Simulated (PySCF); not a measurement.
**M06-2X/pc-1 run of [BGeH3F3]− (SMILES [BH3-][Ge]([F])([F])[F])**

What is the vertical ionisation energy of [BGeH3F3]− at M06-2X/pc-1? 

The calculation is run with PySCF 2.14.0.

## 1. The molecule

[BGeH3F3]− has 8 atoms, charge -1, and is taken as a singlet. SMILES: `[BH3-][Ge]([F])([F])[F]`. Geometry: a GFN2-xTB relaxation, a rough one for these elements and not checked as a minimum.

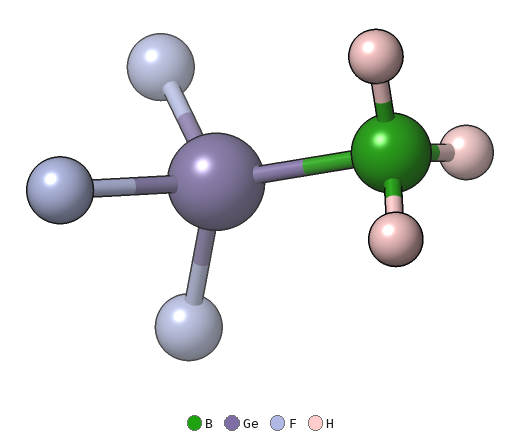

Viewed from a chosen angle; boron green, germanium purple, fluorine light blue, hydrogen pink.

## 2. A single-point energy at M06-2X/pc-1

The input, calc.py:

```python
from pyscf import gto, dft

mol = gto.Mole()
mol.atom = '''
B     -1.998442    -0.217753     1.650808
Ge     1.197765     0.129692    -0.993939
F      4.171589    -1.915105    -0.643584
F      0.798239    -0.473528    -4.543487
F      2.991399     3.256943    -1.388741
H     -3.458974     1.285656     0.882615
H     -1.078504     0.282023     3.622907
H     -2.623053    -2.347947     1.413421
'''
mol.spin = 0
mol.max_memory = 1860
mol.unit = 'bohr'
mol.verbose = 3
mol.charge = -1
mol.basis = 'pc-1'
mol.build()

mf = dft.RKS(mol, xc='m06-2x')
mf.grids.level = 4
mf.conv_tol = 1e-10
mf.kernel()
if not mf.converged:
    mf = mf.newton().run(mf.mo_coeff, mf.mo_occ)

e_tot = mf.e_tot
print('E = %.10f Eh' % e_tot)
```

Launch:

```bash
$ OMP_NUM_THREADS=1 python calc.py
```

Log:

```text
converged SCF energy = -2403.128583928
E = -2403.1285839280 Eh
```

Run time: 34 s. Hardware: 1 thread of Arm Neoverse V2, shared host; peak memory 0.52 GiB.

## 3. Doublet neutral BGeH3F3

The input, job.py:

```python
from pyscf import gto, dft

molecule = gto.Mole()
molecule.atom = '''
B   -1.057530  -0.115230   0.873570
Ge   0.633830   0.068630  -0.525970
F    2.207510  -1.013430  -0.340570
F    0.422410  -0.250580  -2.404310
F    1.582980   1.723500  -0.734890
H   -1.830410   0.680340   0.467060
H   -0.570720   0.149240   1.917160
H   -1.388060  -1.242480   0.747950
'''
molecule.spin = 1
molecule.max_memory = 1860
molecule.verbose = 3
molecule.basis = 'pc-1'
molecule.build()

myscf = dft.UKS(molecule)
myscf.xc = 'm06-2x'
myscf.conv_tol = 1e-10
myscf.grids.level = 4
myscf.kernel()
if not myscf.converged:
    myscf = myscf.newton().run(myscf.mo_coeff, myscf.mo_occ)

energy = myscf.e_tot
print('E = %.10f Eh' % energy)
```

Launch:

```bash
$ OMP_NUM_THREADS=1 python job.py
```

Log:

```text
WARN: HOMO -0.349800697048046 >= LUMO -0.349800697048044

converged SCF energy = -2402.89715492105  <S^2> = 0.75988483  2S+1 = 2.0098605
E = -2402.8971549210 Eh
```

Run time: 78 s. Hardware: 1 thread of Arm Neoverse V2, shared host; peak memory 0.55 GiB.

## 4. What came out

Level: M06-2X/pc-1.

| quantity | value |
| --- | --- |
| singlet [BGeH3F3]−: total energy | -2403.12858 Eh |
| singlet [BGeH3F3]−: HOMO energy | -5.12 eV |
| singlet [BGeH3F3]−: LUMO energy | 5.15 eV |
| singlet [BGeH3F3]−: HOMO–LUMO gap (to an unbound level, set by the basis) | 10.28 eV |
| doublet neutral BGeH3F3: total energy | -2402.89715 Eh |
| doublet neutral BGeH3F3: dipole moment | 4.41 D |
| doublet neutral BGeH3F3: HOMO energy (highest over α and β) | -12.41 eV |
| doublet neutral BGeH3F3: LUMO energy (lowest over α and β) | -7.47 eV |
| doublet neutral BGeH3F3: ⟨S²⟩ | 0.760 |
| vertical detachment energy (to the doublet neutral) | 6.298 eV |

What this shows: Removing an electron at fixed nuclei costs 6.30 eV (145 kcal/mol). −ε(HOMO) before ionisation, 5.12 eV, is 1.17 eV below this ionisation energy.
